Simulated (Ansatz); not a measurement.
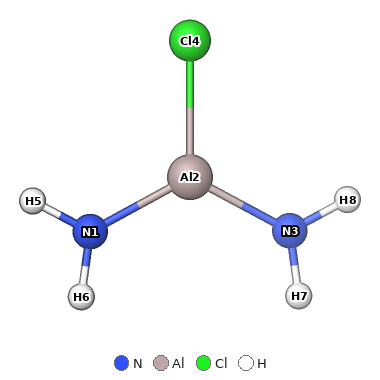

The system is AlClH₄N₂, SMILES [NH2][Al]([NH2])[Cl]; the picture shows the reference structure. First axis: dihedral H5–N1–Al2–N3. Second axis: dihedral N1–Al2–N3–H7. Nothing is relaxed (all other coordinates rigid). The scan uses an 18 × 18 grid; 98 points were computed and 226 follow by symmetry. Points are written as (first, second). All energies are given in kJ/mol relative to the relaxed molecule at the same level. Method: RKS CAM-B3LYP-D4/def2-SVP in Ansatz.

Its coordinates:

```xyz
8

N    -0.2655    1.5578   -0.1040
Al   -0.1645   -0.1720   -0.4112
N     0.5574   -1.3189    0.7114
Cl   -0.9491   -0.9087   -2.2183
H    -0.6801    2.2217   -0.7483
H     0.0717    2.0382    0.7222
H     0.9693   -1.0961    1.6102
H     0.6171   -2.3160    0.5383
```

Range: dihedral H5–N1–Al2–N3 from −180 to 160°; dihedral N1–Al2–N3–H7 from −180 to 160°.

What landscape does the calculation give?

The lowest grid point is at (−180°, 0°), 0.0 kJ/mol from the relaxed molecule at the same level; the map holds 3 wells of about this depth. There is a further well near (0°, −180°) (0.42 kJ/mol above the lowest at that grid point). The highest grid point, (−80°, −100°), lies 65.3 kJ/mol above the lowest. On the interpolated surface the easiest way out of the lowest well to a well of about the same depth near (−180°, −180°) passes a barrier of about 22 kJ/mol. Round the minimum the valley is somewhat tilted: raising dihedral H5–N1–Al2–N3 shifts the best value of dihedral N1–Al2–N3–H7 upwards (coupling k₁₂/√(k₁₁k₂₂) about −0.4).

| dihedral N1–Al2–N3–H7 ↓, dihedral H5–N1–Al2–N3 → | −180 | −140 | −100 | −60 | −20 | 20 | 60 | 100 | 140 |
| --- | --- | --- | --- | --- | --- | --- | --- | --- | --- |
| 160 | 2.7 | 15.7 | 27.2 | 17.6 | 3.4 | 7.7 | 23.8 | 25.0 | 9.2 |
| 120 | 16.5 | 36.7 | 55.7 | 40.3 | 17.6 | 23.8 | 49.6 | 52.2 | 27.1 |
| 80 | 21.4 | 37.2 | 63.9 | 55.7 | 27.2 | 25.0 | 52.2 | 65.2 | 40.7 |
| 40 | 8.9 | 16.4 | 37.2 | 36.7 | 15.7 | 9.2 | 27.1 | 40.7 | 26.4 |
| 0 | 0.0 | 8.9 | 21.4 | 16.5 | 2.7 | 2.7 | 16.5 | 21.4 | 8.9 |
| −40 | 8.9 | 26.4 | 40.7 | 27.1 | 9.2 | 15.7 | 36.7 | 37.2 | 16.4 |
| −80 | 21.4 | 40.7 | 65.2 | 52.2 | 25.0 | 27.2 | 55.7 | 63.9 | 37.2 |
| −120 | 16.5 | 27.1 | 52.2 | 49.6 | 23.8 | 17.6 | 40.3 | 55.7 | 36.7 |
| −160 | 2.7 | 9.2 | 25.0 | 23.8 | 7.7 | 3.4 | 17.6 | 27.2 | 15.7 |

The table holds every second grid line.

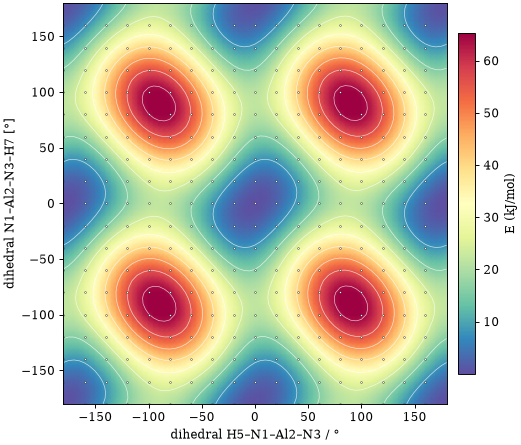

Drawn: a smooth colour map with a few white contour lines, dots at the grid points. Between grid points the surface is interpolated.

Each point was launched as `ansatz run input.yaml --threads 1 --pin off --max-ram 2560MiB --backend cpu --events-out ev --progress --plain --runs-dir out`. Time for the 98 points that were run: 5.7 min on 1 thread of Arm Neoverse V2, with other jobs on the host.
